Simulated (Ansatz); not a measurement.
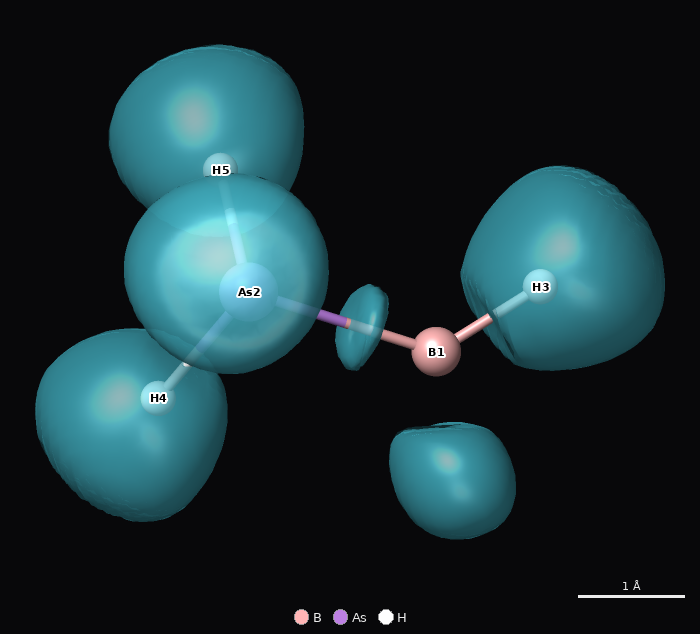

*AsBH3 (doublet). Isosurface of the electron localisation function at 0.9 (cyan), seen across its widest extent. Only the valence region is drawn (cores and ρ < 0.01 e/Å³ removed).*

The calculation used UKS BHLYP-D4/def2-TZVP (Ansatz).

```xyz
5

B     0.3382   -1.1419    0.4774
As   -0.0325    0.2217   -0.8970
H     1.1617   -1.1925    1.3203
H    -0.5812   -0.6588   -1.9859
H     1.3468    0.3908   -1.4869
```

### What do the ELF domains correspond to?

At this value the surface marks out one region between bonded As–B atoms (shared pairs), three regions around hydrogen nuclei, one lobe on As, pointing away from the bonds (non-bonding electrons) and one lobe on B, pointing away from the bonds (non-bonding electrons).

Values along the shortest contacts:
B–As (1.97 Å): the ELF peaks at about 0.95 between the atoms: localised, covalent bonding. B–H (1.18 Å): the ELF climbs to about 1 towards the hydrogen, as it does in any bond to H (an ordinary covalent bond to hydrogen).
